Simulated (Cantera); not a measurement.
Feed: 1 mol Si₃N₄, 0.019 mol O₂, 25 mol H₂, at 23.0 mbar.

These are equilibrium values from Cantera (NASA tables, ideal gas, pure condensed phases), not measurements of a reactor. Candidate condensed phases: H₂O, Si, SiO₂, Si₂N₂O, Si₃N₄; 35 gas species. Mutual solubility and eutectic melting of coexisting phases are not modelled. The tables' values for SiN are old estimates; treat these amounts as uncertain. Gases not in the tables: Si₂H₆ and higher silanes. Kinetics and transport are ignored.

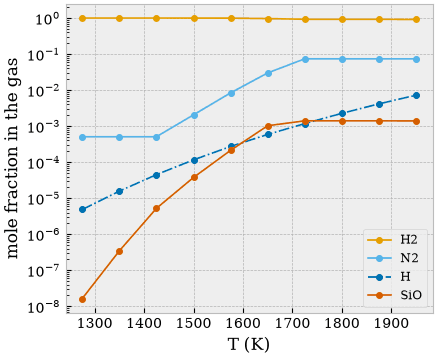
Figure. Equilibrium gas composition (values under 1e-9 drawn at 1e-9)

From 1275 K to 1425 K the condensed part is Si₂N₂O(s) + Si₃N₄(s). From 1500 K to 1650 K the condensed part is Si(s) + Si₂N₂O(s) + Si₃N₄(s). From 1725 K to 1950 K the condensed part is Si(l). The main Si-bearing gas is SiO throughout.
